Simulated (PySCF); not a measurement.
Ge(H)2(Cl)2, SMILES [Cl][GeH2][Cl], PBE0/def2-SVP optimised geometry. Atoms within 1.6 Å of the plane z = 0.0 Å (x, y, z in Å): Ge1 (-0.43, -0.66, 0.00), Cl3 (-1.10, 1.38, 0.00), H4 (1.10, -0.66, 0.00), H5 (-1.09, -1.38, 1.18).

Level of theory: PBE0/def2-TZVP (PySCF). Cells within 0.4 Å of a nucleus heavier than hydrogen are left out (blank, or x).

Map of the deformation density (molecule minus spherical neutral atoms) (e/bohr³) on the plane z = 0.0 Å:

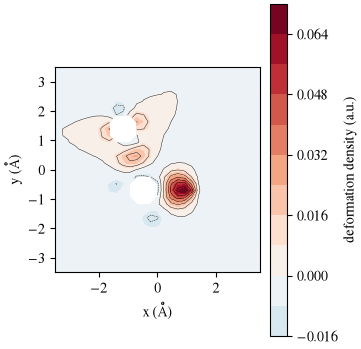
Deformation density (molecule minus spherical neutral atoms) (e/bohr³) on the plane z = 0.0 Å.
